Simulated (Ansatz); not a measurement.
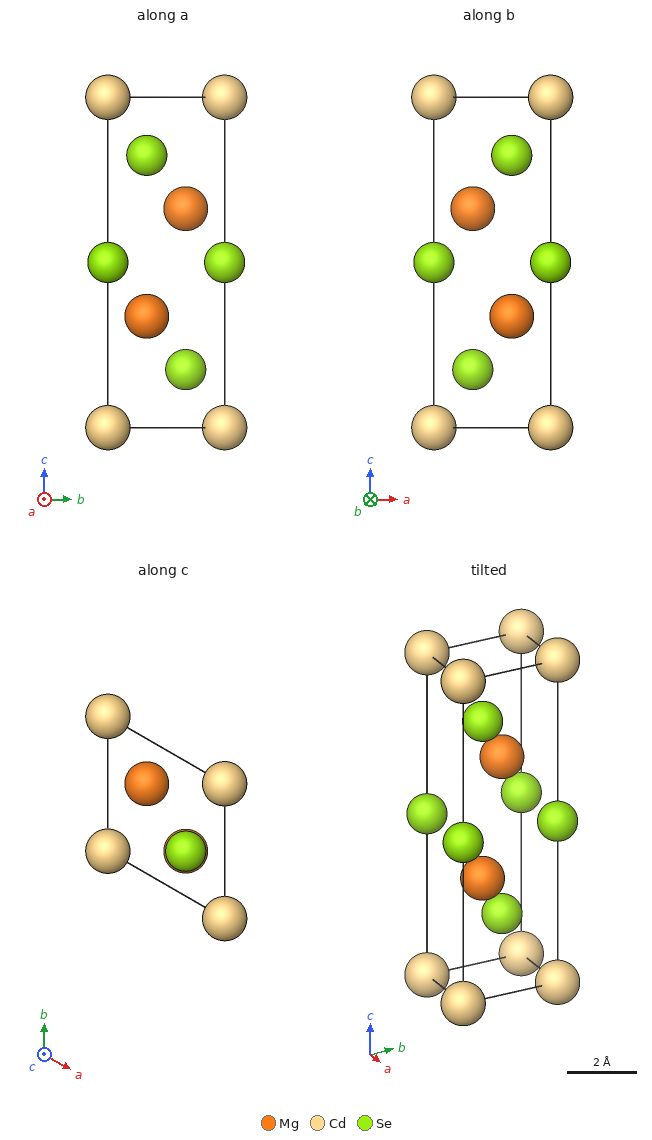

The crystal in a spheres-only representation, seen along the a axis, along the b axis, along the c axis and slightly off an axis. Atoms at the boundary of the conventional unit cell (the box) are drawn once for each face, edge or corner they touch.

Lattice parameters: a = 3.954 Å, b = 3.954 Å, c = 9.686 Å, α = 90.00°, β = 90.00°, γ = 120.00°. Put a along x and b in the xy plane.

### Record the structure as a POSCAR file, with free fractional coordinates to two decimals.

```
Mg Cd Se
1.0
     3.954    0.000    0.000
    -1.977    3.424    0.000
     0.000    0.000    9.686
Mg Cd Se
2 1 3
Direct
  0.3333 0.6667 0.66
  0.6667 0.3333 0.34
  0.00 0.00 0.00
  0.00 0.00 0.50
  0.3333 0.6667 0.18
  0.6667 0.3333 0.82
```

The structure comes from a structure type filled with these elements by a generator (whether the compound takes this form wasn't checked). Earlier steps of the study, as a rule a relaxation of our own, may have changed the cell and positions, so they can lie some per cent off the listed ones. It was the input of a calculation with Ansatz.
